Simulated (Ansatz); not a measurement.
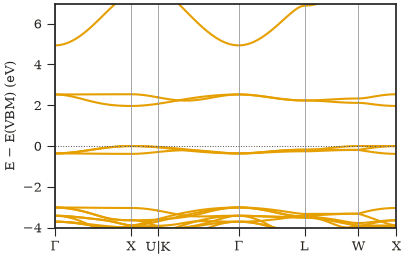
Fig. 1. Band structure from LDA (plane waves, PAW; program Ansatz)

Q: Read off the gap and where the band edges lie.

A: About 2.0 eV (1.97 eV by a search for the band edges); maximum on the W–X line, 79 % of the way from W, minimum at X.

The material is K2LiRhF6 in space group Fm-3m (No. 225; K on 8c, Li on 4b, Rh on 4a, F on 24e).

The first step of the workflow began from a Materials Project structure, measured or hypothetical; the Crystallography Open Database copy checked does not list it. Whether it is the stable phase at ambient conditions was not checked. Symmetry was held in the LDA relaxation; phonons on a q-mesh show no instability. The run is not spin-polarised. Spin–orbit coupling is left out wherever it is not named.

Potentials: the later of the program's two PAW sets.
